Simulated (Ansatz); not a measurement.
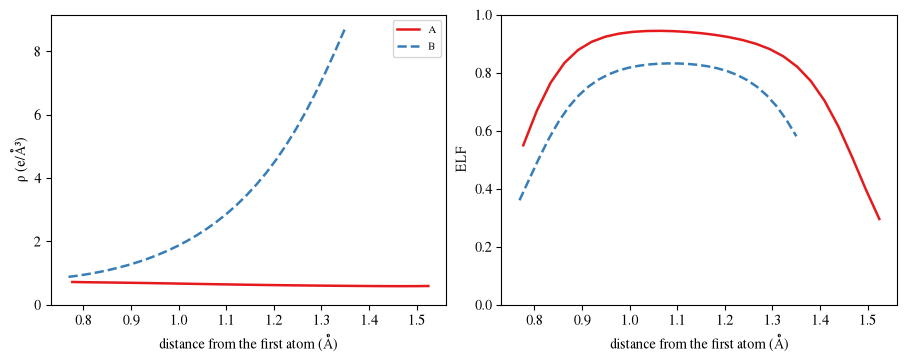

F3Si2 (SMILES F[Si-](F)(F)=[Si]) (charge −1). Electron density and electron localisation function along straight lines between neighbouring atoms. The curves leave out the atomic cores.

Geometry: PBE0-D3(BJ)/def2-SVPD.

Level of theory: isolated molecule in a Gaussian basis; Kohn-Sham density functional theory, functional PBE0 in Ansatz.

```yaml
atoms:
  - { symbol: F, position_ang: [-1.9422, -1.8436, 1.0887] }
  - { symbol: F, position_ang: [0.3069, -0.8411, 1.1723] }
  - { symbol: F, position_ang: [-0.3404, -2.2341, -0.8950] }
  - { symbol: Si, position_ang: [-0.9267, -1.0092, 0.0632] }
  - { symbol: Si, position_ang: [-1.6345, 0.6800, -1.3301] }
```

Which curve belongs to which contact (Si–F and Si–Si)? The first atom named is at distance zero.

Curve A: Si–Si (2.30 Å): ρ is about 0.63 e/Å³ halfway; the ELF peaks at about 0.95 between the atoms, as expected for a covalent bond. Curve B: Si–F (1.66 Å): ρ is about 1 e/Å³ halfway; the ELF peaks at about 0.85 in the valence shell of F, 0.6 Å from its nucleus, and is about 0.55 at the midpoint.
